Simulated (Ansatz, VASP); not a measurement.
## Cross-check of Ti (zigzag Ti chain, bond 2.521 A) between VASP and Ansatz

Aim: how closely do two programs agree when they are given the same cell, functional and k mesh?

Main program and level: Ansatz 0.2.0; plane waves, with VASP 6.6.1 beside it; single point at PBE.

**1. The structure**

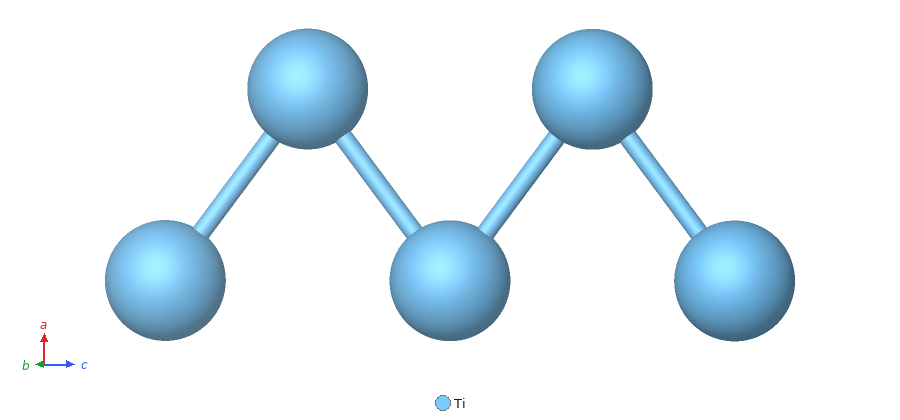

The starting structure, seen from the side, with the c axis across the page (titanium blue). Some periodic images of atoms are drawn too.

The cell holds 4 atoms: 4 Ti. Cell: a = 12.000 Å, b = 12.000 Å, c = 6.050 Å, α = 90.0°, β = 90.0°, γ = 90.0°. It derives from Ti (zigzag Ti chain, bond 2.521 A), repeated 1×1×2. As first built, before any earlier steps moved the atoms: model lattice. Vacuum lies along a and b. The structure's axis is c.

As a file:

```
Ti
1.0
    12.00000    0.00000    0.00000
     0.00000   12.00000    0.00000
     0.00000    0.00000    6.05040
Ti
4
Direct
  0.41597 0.50000 0.00000
  0.41597 0.50000 0.50000
  0.58403 0.50000 0.25000
  0.58403 0.50000 0.75000
```

**2. VASP: single point, PBE**

A single point gives forces, pressure and levels at one fixed geometry, so differences don't come from the geometry; what else differs is listed under the comparison.

Lines of VASP's logs that name or quote its potential files are left out, and so is its time.

The input, INCAR:

```
SYSTEM = Ti
PREC = Normal
ENCUT = 350
EDIFF = 1E-06
NELM = 150
ISMEAR = 1
SIGMA = 0.1
LREAL = .FALSE.
ALGO = Normal
GGA = PE
NBANDS = 14
LORBIT = 11
LWAVE = .FALSE.
LCHARG = .FALSE.
NCORE = 2
AMIX = 0.2
BMIX = 1E-04
AMIX_MAG = 0.8
BMIX_MAG = 1E-04
```

The input, POSCAR:

```
Ti
1.0
   12.0000000000      0.0000000000      0.0000000000
    0.0000000000     12.0000000000      0.0000000000
    0.0000000000      0.0000000000      6.0504000000
Ti
4
Direct
    0.4159666667      0.5000000000      0.0000000000
    0.4159666667      0.5000000000      0.5000000000
    0.5840333333      0.5000000000      0.2500000000
    0.5840333333      0.5000000000      0.7500000000
```

The input, KPOINTS:

```
Automatic mesh
0
Gamma
1 1 7
0 0 0
```

The projector-augmented-wave data sets are Ti (PBE family, release 64).

Run with:

```sh
> mpirun -np 2 vasp_std
```

Numbers of over 12 decimals in the logs are rounded to 6 here.

Output:

```text
[banner, memory and clock lines left out]
running    2 mpi-ranks, on    1 nodes
 distrk:  each k-point on    2 cores,    1 groups
 distr:  one band on    2 cores,    1 groups

 POSCAR found type information on POSCAR Ti
 POSCAR found :  1 types and       4 ions
 LDA part: xc-table for (Slater+PW92), standard interpolation
 POSCAR, INCAR and KPOINTS ok, starting setup
 FFT: planning ... GRIDC
 FFT: planning ... GRID_SOFT
 FFT: planning ... GRID
 WAVECAR not read
 entering main loop
       N       E                     dE             d eps       ncg     rms          rms(c)
DAV:   1     0.347662992250E+02    0.34766E+02   -0.27418E+03   112   0.497E+02
DAV:   2    -0.168381029324E+02   -0.51604E+02   -0.42612E+02   154   0.101E+02
DAV:   3    -0.248425082437E+02   -0.80044E+01   -0.73505E+01   192   0.378E+01
DAV:   4    -0.251558892320E+02   -0.31338E+00   -0.30247E+00   184   0.967E+00
DAV:   5    -0.251656997107E+02   -0.98105E-02   -0.97622E-02   178   0.138E+00    0.146E+01
DAV:   6    -0.224563950864E+02    0.27093E+01   -0.27640E+00   132   0.101E+01    0.932E+00
DAV:   7    -0.209548187870E+02    0.15016E+01   -0.74285E+00   124   0.182E+01    0.202E+00
DAV:   8    -0.209211031850E+02    0.33716E-01   -0.11859E+00   136   0.459E+00    0.123E+00
DAV:   9    -0.208444837435E+02    0.76619E-01   -0.40049E-01   150   0.228E+00    0.895E-01
DAV:  10    -0.208368118370E+02    0.76719E-02   -0.11268E-01   160   0.149E+00    0.399E-01
DAV:  11    -0.208338653530E+02    0.29465E-02   -0.86663E-03   186   0.463E-01    0.360E-01
DAV:  12    -0.208273013849E+02    0.65640E-02   -0.40613E-02   168   0.642E-01    0.151E-01
DAV:  13    -0.208264453159E+02    0.85607E-03   -0.75682E-03   150   0.384E-01    0.474E-02
DAV:  14    -0.208263506554E+02    0.94661E-04   -0.38090E-04   184   0.915E-02    0.200E-02
DAV:  15    -0.208263556189E+02   -0.49635E-05   -0.13788E-04   152   0.495E-02    0.112E-02
DAV:  16    -0.208263506127E+02    0.50062E-05   -0.30877E-05   168   0.294E-02    0.399E-03
DAV:  17    -0.208263501131E+02    0.49957E-06   -0.19092E-06   160   0.721E-03
   1 F= -.20826350E+02 E0= -.20824109E+02  d E =-.672233E-02
```

From OUTCAR (step 2):

```text
ion  position               nearest neighbor table
   1  0.416  0.500  0.000-   3 2.52   4 2.52   2 3.03   2 3.03
   2  0.416  0.500  0.500-   3 2.52   4 2.52   1 3.03   1 3.03
   3  0.584  0.500  0.250-   1 2.52   2 2.52   4 3.03   4 3.03
   4  0.584  0.500  0.750-   1 2.52   2 2.52   3 3.03   3 3.03

  LATTYP: Found a simple tetragonal cell.
 ALAT       =    12.0000000000
 C/A-ratio  =     0.5042000000

 Subroutine GETGRP returns: Found  8 space group operations
 (whereof  4 operations were pure point group operations)

The static configuration has the point symmetry C_2v.
 The point group associated with its full space group is D_2h.

 Found      4 irreducible k-points:

   k-points           NKPTS =      4   k-points in BZ     NKDIM =      4   number of bands    NBANDS=     14

   dimension x,y,z NGX =    56 NGY =   56 NGZ =   28
   dimension x,y,z NGXF=   112 NGYF=  112 NGZF=   56

   ENCUT  =  350.0 eV  25.72 Ry    5.07 a.u.  18.31 18.31  9.23*2*pi/ulx,y,z

   NELECT =      16.0000    total number of electrons

 k-points in reciprocal lattice and weights: Automatic mesh
   0.00000000  0.00000000  0.00000000       0.143
   0.00000000  0.00000000  0.14285714       0.286
   0.00000000  0.00000000  0.28571429       0.286
   0.00000000  0.00000000  0.42857143       0.286

 average (electrostatic) potential at core
       1 -32.5595       2 -32.5595       3 -32.5595       4 -32.5595

 E-fermi :  -2.7770

 k-point     1 :       0.0000    0.0000    0.0000
  band No.  band energies     occupation
    ...
      4      -3.3312      2.00000
      5      -3.2592      2.00000
      6      -3.2592      2.00000
      7      -3.1573      2.00000
      8      -2.8342      1.81478
      9      -2.6593     -0.07016
     10      -2.1149     -0.00000
     11      -1.7695     -0.00000
     12      -1.7695     -0.00000
     13      -1.7458     -0.00000
    ...

 k-point     2 :       0.0000    0.0000    0.1429
  band No.  band energies     occupation
    ...
      5      -3.2690      2.00000
      6      -3.1547      2.00000
      7      -3.1497      2.00000
      8      -2.7883      1.19021
      9      -2.7627      0.76194
     10      -2.1122     -0.00000
     11      -2.0038     -0.00000
     12      -1.8522     -0.00000
     13      -1.8043     -0.00000
     14      -1.7370     -0.00000

 k-point     3 :       0.0000    0.0000    0.2857
  band No.  band energies     occupation
    ...
      4      -3.4029      2.00000
      5      -3.2739      2.00000
      6      -3.1552      2.00000
      7      -2.9653      2.02287
      8      -2.9602      2.02646
      9      -2.6589     -0.07026
     10      -2.3321     -0.00000
     11      -2.2540     -0.00000
     12      -2.1215     -0.00000
     13      -1.7730     -0.00000
    ...

  Total       -2.2386681     -0.0076306    -10.6265263      0.0000000      0.0000000      0.0000000
  in kB       -4.1167427     -0.0140321    -19.5413842      0.0000000      0.0000000      0.0000000
  external PRESSURE =      -7.8907197 kB  Pullay stress =       0.0000000 kB

  energy-cutoff  :      350.00
  volume of cell :      871.26
      direct lattice vectors                 reciprocal lattice vectors
    12.000000000  0.000000000  0.000000000     0.083333333  0.000000000  0.000000000
     0.000000000 12.000000000  0.000000000     0.000000000  0.083333333  0.000000000
     0.000000000  0.000000000  6.050400000     0.000000000  0.000000000  0.165278329

 POSITION                                       TOTAL-FORCE (eV/Angst)
 -----------------------------------------------------------------------------------
      4.99160      6.00000      0.00000         0.571347      0.000000      0.000000
      4.99160      6.00000      3.02520         0.571347      0.000000      0.000000
      7.00840      6.00000      1.51260        -0.571347     -0.000000     -0.000000
      7.00840      6.00000      4.53780        -0.571347     -0.000000     -0.000000
 -----------------------------------------------------------------------------------
    total drift:                                0.000000      0.000000      0.000000

  FREE ENERGIE OF THE ION-ELECTRON SYSTEM (eV)
  ---------------------------------------------------
  free  energy   TOTEN  =       -20.8263501131 eV

  energy  without entropy=      -20.8196277834  energy(sigma->0) =      -20.82410934

 total charge
# of ion       s       p       d       tot
------------------------------------------
    1        0.526   0.262   2.388   3.175
    2        0.526   0.262   2.388   3.175
    3        0.526   0.262   2.388   3.175
    4        0.526   0.262   2.388   3.175
--------------------------------------------------
tot          2.102   1.046   9.551  12.700

[... 1 further part left out ...]
```

**3. Ansatz: single point, PBE**

Ansatz runs on its default PAW (the set named soft_2) files.

The same cell, functional, mesh and smearing now go to Ansatz, which takes its cutoff from its data sets.

The input, input.yaml:

```yaml
crystal:
  lattice:
    - [12.0, 0.0, 0.0]
    - [0.0, 12.0, 0.0]
    - [0.0, 0.0, 6.0504]
  atoms:
    - { symbol: Ti, position: [0.4159666667, 0.5, 0.0] }
    - { symbol: Ti, position: [0.4159666667, 0.5, 0.5] }
    - { symbol: Ti, position: [0.5840333333, 0.5, 0.25] }
    - { symbol: Ti, position: [0.5840333333, 0.5, 0.75] }
hamiltonian:
  xc: pbe
  pseudopotentials: { kind: paw }
kpoints:
  mp_grid: { grid: [1, 1, 7] }
scf:
  occupations: { method: methfessel_paxton, width: 0.1 }
  n_extra_bands: 5
output:
  forces: true
  eigenvalues: true
  write_density: true
  write_potential: true
  elf: true
  volumetric_format: npy
```

Run with:

```sh
> ansatz run input.yaml --threads 2 --pin off --max-ram 4608MiB --backend cpu --events-out ev --progress --plain --runs-dir out
```

Output:

```text
scf.n_extra_bands = 5 over 24 filled bands (N_el = 48.0): the run solves 29 bands
Engine: ansatz 0.2.0, x86_64-unknown-linux-gnu
Pseudopotentials: kind: paw
Pseudopotential: Ti, paw, valence charge 12, recommended cutoff 420 eV (normal), Ti.paw.azcp
Functional definition: PBE
  parameter kappa = 0.804
  parameter beta = 0.066725
  exchange = pbe_x(kappa = kappa, mu = beta*pi^2/3)
  correlation = pbe_c(beta = beta)
Crystal: 4 atoms, lattice volume = 871.258 Å³
Basis set: ecut = 420 eV, 17021 PW (Γ), exchange–correlation on 162×162×90 points (8 copies of the dense FFT grid, shifted against one another)
Bands: 29, of which v1, the nominal top of the filled ones, is band 24 counted from 1 (23 counted from 0)
Symmetry: 16 space group operations
Space group: Pmma (ITA 51), of the structure as read, at distance tolerance 9.6e-5 Å
k-points: 4 of 7
Non-local potential: Ti, projectors of the file, l = 0: 3, l = 1: 2, l = 2: 3, l = 3: 1
PAW form: soft (Blöchl's): semilocal exchange-correlation on the pseudo side does not see the compensation charge
PAW one-centre angular grid: Ti, 590 points (default); XC on 64 Gauss nodes
Initial density: superposition of atomic densities (neutral atoms: chi_scale 0, normalization atom), corrected by the library's trained network
Initial wavefunctions: pseudopotential atomic-orbital guess
Functional: x = pbe(κ = 0.804, μ = 0.219515), c = pbe(β = 0.066725)
SCF iter   1: F=—  HF=-9988.287289 eV  |F-HF|=—  |Δ(HF+E_count)|=         —  Δρ=2.37e-3  dr2=7.90e-2  ethr=1.77e-3  ⟨swp⟩=8.8  Hψ=574  notcnv=0
preconditioner: auto → LDOS  [metal: Δε(μ)=0.015 eV  Ē_g=1.436 eV  σ=0.100 eV  W_gap=0.13  n_scr=78 (ndim 8)  ℏωp=5.0 eV  f_vac=0.753  D(μ)=13.81/eV (n_scr^D=78)  β→1.0]
SCF iter   2: F=—  HF=-9988.305798 eV  |F-HF|=—  |Δ(HF+E_count)|=   1.85e-2  S|Δr|=    0.00e0  Δρ=1.29e-3  dr2=4.81e-2  ethr=1.65e-4  ⟨swp⟩=2.5  Hψ=202  notcnv=0
SCF iter   3: F=—  HF=-9988.302129 eV  |F-HF|=—  |Δ(HF+E_count)|=   3.67e-3  S|Δr|=    0.00e0  Δρ=4.17e-4  dr2=3.85e-3  ethr=1.00e-4  ⟨swp⟩=2.0  Hψ=153  notcnv=0
SCF iter   4: F=—  HF=-9988.302570 eV  |F-HF|=—  |Δ(HF+E_count)|=   4.40e-4  S|Δr|=    0.00e0  Δρ=1.52e-4  dr2=2.18e-4  ethr=8.02e-6  ⟨swp⟩=2.0  Hψ=195  notcnv=0
SCF iter   5: F=—  HF=-9988.302762 eV  |F-HF|=—  |Δ(HF+E_count)|=   1.93e-4  S|Δr|=    0.00e0  Δρ=3.77e-5  dr2=2.78e-5  ethr=4.55e-7  ⟨swp⟩=2.2  Hψ=200  notcnv=0
SCF iter   6: F=—  HF=-9988.302695 eV  |F-HF|=—  |Δ(HF+E_count)|=   6.69e-5  S|Δr|=    0.00e0  Δρ=1.36e-5  dr2=2.02e-6  ethr=5.79e-8  ⟨swp⟩=2.0  Hψ=150  notcnv=0
SCF iter   7: F=—  HF=-9988.302697 eV  |F-HF|=—  |Δ(HF+E_count)|=   1.48e-6  S|Δr|=    0.00e0  Δρ=6.90e-6  dr2=3.18e-7  ethr=4.21e-9  ⟨swp⟩=3.8  Hψ=253  notcnv=0
SCF iter   8: F=-9988.302697 eV  HF=-9988.302697 eV  |F-HF|=3.99e-9  |Δ(HF+E_count)|=   2.62e-8  S|Δr|=    0.00e0  Δρ=1.15e-6  dr2=1.58e-8  ethr=2.08e-10  ⟨swp⟩=34.2  Hψ=996  notcnv=0
SCF 1 converged in 8 iterations: F = -9988.302697 eV  dr2 = 1.58e-8
  greatest PAW one-centre occupation: 0.999 electrons in one spin orbital (limit 2), on the Ti atom at site 3 (counted from 0), in its partial waves of l = 0
WARN: The output density's exchange-correlation potential varies sharply where the density is thin. Do not read a vacuum level from v_tot or v_xc, or from such a field of the output density. On a cell that repeats whose density bears no net charge and no dipole along the vacuum's axis use v_es (v_loc + v_h of the components); under efield.dipole_correction with no amplitude use v_es + v_field, which holds any externa [...]
SCF converged after 8 iterations
Stability not checked: this state was not tested for a lower state beside it, because cold or Methfessel-Paxton smearing, or corrected tetrahedra, fill the levels in a way that the test cannot read (fill_not_monotonic; see scf.lower_state_search)
Free energy (F): -9988.302697 eV
Harris-Foulkes:  -9988.302697 eV  (|F-HF|=3.99e-9)
Internal energy: -9988.294602 eV  (E = F + TS)
E sigma→0 (E₀):  -9988.300673 eV
Entropy (-TS):   -0.008095 eV (-2.024 meV/atom)
Fermi energy:    -1.980399 eV
Step filling:    the computed levels leave a gap of 0.0054 eV = 0.1 smearing widths at the electron count; against every level under it full and every level over it empty, smearing changes F+E_penalty+E_count by -10.138 meV and its σ→0 estimate by -8.114 meV
--- Per-component energies (eV) ---
  E_band       = -1355.743484
  E_kinetic    = 1081.617402
  E_local      = -14238.313059  (includes V_loc(G=0)·N_el)
  E_nonlocal   = 44.547954
  E_hartree    = 6460.206438
  E_xc         = -378.870685
  E_vxc        = -472.694995  (∫ρ·V_xc dr)
  E_paw        = -4195.196089  (= ΣΔE_a)
  E_vpaw       = -691.299028  (= ΣTr[D̂ρ^β])
  E_aug_tail   = 0.000509  (compensation charges beyond the density's cutoff)
  E_ewald      = 1237.712928
  E_smearing   = -0.008095  (= −TS)
  E_closure    = 0.000000  (closes the sum)
  Σ components = -9988.302697   (vs F -9988.302697, Δ=0.00e0)
--- Forces (eV/Å), atoms counted from 1 ---
  atom   1  Ti     0.30400484    -0.00000000    -0.00000000
  atom   2  Ti     0.30400484     0.00000000    -0.00000000
  atom   3  Ti    -0.30400484     0.00000000    -0.00000000
  atom   4  Ti    -0.30400484    -0.00000000    -0.00000000
  max |Σ_I F_I| component: 1.11e-16 eV/Å
--- Band table (eV) ---
  k-point 0: bands = [... 20 lower, -2.4674, -2.4674, -2.3708, -2.0248, -1.8800, -1.3234, -0.9669, -0.9669, ... 1 higher]
  k-point 1: bands = [... 20 lower, -2.4865, -2.3683, -2.3559, -1.9837, -1.9783, -1.3198, -1.2115, -1.0369, ... 1 higher]
  k-point 2: bands = [... 20 lower, -2.4855, -2.3691, -2.1818, -2.1689, -1.8473, -1.5364, -1.4649, -1.3117, ... 1 higher]
  k-point 3: bands = [... 20 lower, -2.4357, -2.3899, -2.3687, -2.1014, -1.9166, -1.6638, -1.6203, -1.5236, ... 1 higher]
```

Run time: 4.3 s. Hardware: 2 threads of Intel Xeon Platinum 8559C (Emerald Rapids), shared host; peak memory 0.97 GiB; 7.9 s of CPU time.

In the SCF lines HF is the Harris–Foulkes energy and dr2 the Hartree energy of the density residual, in eV; the loop may stop once dr2 is under the threshold and the program's other checks hold. Hψ counts applications of the Hamiltonian.

**4. Comparison**

Known differences besides the PAW data sets themselves: the data sets hold 48 valence electrons in Ansatz (default PAW (the set named soft_2) files) and 16 in VASP; the cutoff is 420 eV in Ansatz and 350 eV in VASP (PREC = Normal); VASP leaves aspherical gradient terms in its spheres out (LASPH is not set), Ansatz keeps them. Total energies have different zeros and are not compared.

Forces (eV/Å; atoms numbered as in POSCAR):

| atom | Ansatz x, y, z | VASP x, y, z |
| --- | --- | --- |
| Ti1 | 0.304, 0.000, 0.000 | 0.571, 0.000, 0.000 |
| Ti2 | 0.304, 0.000, 0.000 | 0.571, 0.000, 0.000 |
| Ti3 | -0.304, 0.000, 0.000 | -0.571, 0.000, 0.000 |
| Ti4 | -0.304, 0.000, 0.000 | -0.571, 0.000, 0.000 |

The forces differ by 154 meV/Å r.m.s., which is 46.8 % of the r.m.s. force of 0.33 eV/Å (both taken over all components).

**5. Further runs**

The difference is large enough to ask for its cause, so further runs change the set-up of one program at a time, as the table lists.

| run | r.m.s. force difference (% of the r.m.s. force) |
| --- | --- |
| as above | 47 |
| Ansatz's larger PAW set (cutoff 910 eV) | 47 |
| norm-conserving potentials (cutoff 1155 eV) | 50 |

**6. Summary of results**

| Item | Value |
| --- | --- |
| r.m.s. force difference (single point, PBE) | 47 % of the r.m.s. force |

**Reading.** The r.m.s. force difference is 47 % of the r.m.s. force (single point, PBE), beyond the 3 % picked in this series as the mark of a large difference. For single point, PBE: no further run halves the r.m.s. force difference; only Ansatz's side was varied, and Ansatz's runs with other potentials lie closer to each other than to VASP, which for this quantity points to VASP's side; this was not tested here. How closely two codes agree says nothing of how well the functional describes the real material.

[Lines on the potential files, build, host, timing and source positions are cut from VASP's logs without a mark.]

[Logs are printed without paths, hosts, clocks, repeated set-up lines and the standing remarks that a program may print on its own settings, such as how far it seeks lower states.]

[Hosts, paths, dates, database ids (printed as entryN), source tags and the programs' standing remarks are cut or masked in the printed files.]
